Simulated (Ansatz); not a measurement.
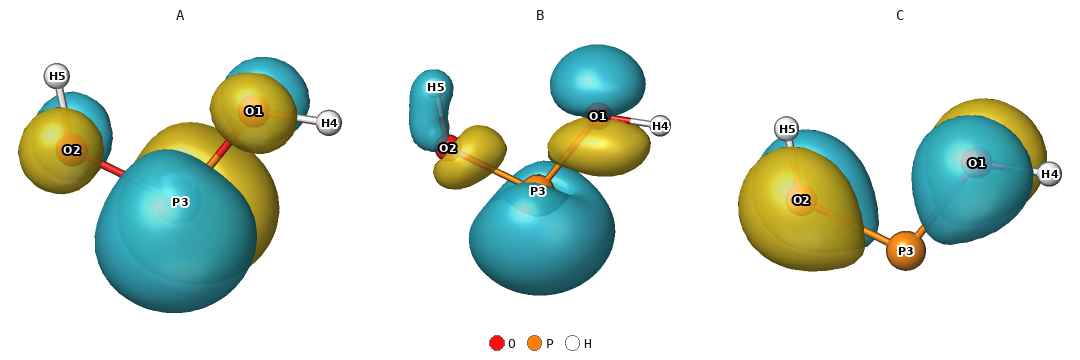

Figure 1: H$_{2}$O$_{2}$P (SMILES OP=[OH+]) (charge +1). Three frontier orbitals at ±0.15 Å⁻³ᐟ² (yellow and cyan are the two phases), in no order.

Geometry: B3LYP-D4/def2-TZVP.

Theory: isolated molecule in a Gaussian basis; Kohn-Sham density functional theory, functional PBE0 in Ansatz 0.2.0.

```xyz
5

O    -0.9834    0.7646    0.4975
O     0.2443   -0.4016    2.2450
P    -0.0482   -0.4614    0.7346
H    -1.3282    0.9685   -0.3922
H    -0.0962    0.2648    2.8746
```

Which picture is the HOMO−1, the HOMO and the LUMO?

Answer. C is the HOMO−1 (−17.59 eV). Its weight (Hirshfeld) is mainly on O2 (about 40 %) and O1 (about 40 %); it changes sign across the molecular plane (π type). B is the HOMO (−16.29 eV). By Hirshfeld shares it lies mainly on P3 (about 60 %), O1 (about 30 %) and O2 (about 5 %); it is symmetric in the molecular plane (an in-plane orbital: σ, lone-pair or in-plane π type). A is the LUMO (−9.31 eV). It lies mainly on P3 (about 75 %), O2 (about 15 %) and O1 (about 10 %); it changes sign across the molecular plane (π type).

What is the HOMO–LUMO gap?

Answer. 6.98 eV between the orbital energies.
